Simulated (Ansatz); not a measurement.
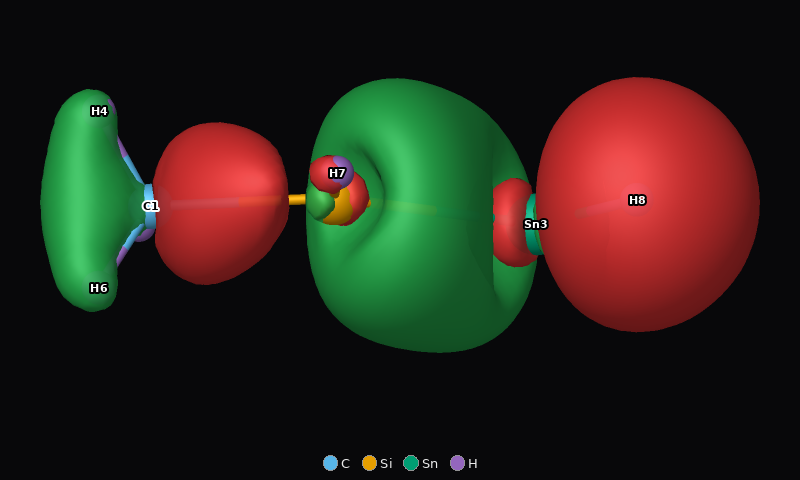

Figure. CH5SiSn (SMILES C[SiH]=[SnH]) (doublet). The HOMO−1 (β) at ±0.1 Å⁻³ᐟ² (green and red are the two phases), seen from one side.

Geometry: r2SCAN-D4/def2-SVP; core potentials replace the inner electrons of Sn.

Computed with isolated molecule in a Gaussian basis; Kohn-Sham density functional theory, functional PBE0 (Ansatz 0.2.0).

The calculation's input:

```
crystal:
  periodic: [false, false, false]
  atoms:
    - {symbol: C, position_ang: [-2.345538, -0.307627, 1.080391]}
    - {symbol: Si, position_ang: [-1.232405, -1.534492, 0.179412]}
    - {symbol: Sn, position_ang: [-1.740709, -2.647910, -2.072523]}
    - {symbol: H, position_ang: [-1.819337, 0.650417, 1.233632]}
    - {symbol: H, position_ang: [-3.274513, -0.109936, 0.524965]}
    - {symbol: H, position_ang: [-2.611366, -0.689881, 2.081085]}
    - {symbol: H, position_ang: [-0.003887, -1.726010, 1.027657]}
    - {symbol: H, position_ang: [-0.164816, -3.456096, -1.873347]}
basis:
  gaussian:
    orbitals: def2-TZVPD
magnetization:
  spin_polarized: true
  initial_magnetization: 1
hamiltonian:
  xc: pbe0
output:
  forces: true
  orbitals: {seedname: orbitals}
```

Command:

```sh
ansatz run input.yaml --threads 2 --pin off --max-ram 4350MiB --events-out events.jsonl --progress --plain --runs-dir runs
```

Question: What is the character of this orbital?

Answer: By Hirshfeld shares it lies mainly on Sn3 (about 40 %), H8 (about 25 %), Si2 (about 20 %) and C1 (about 10 %). Its energy is −7.51 eV.
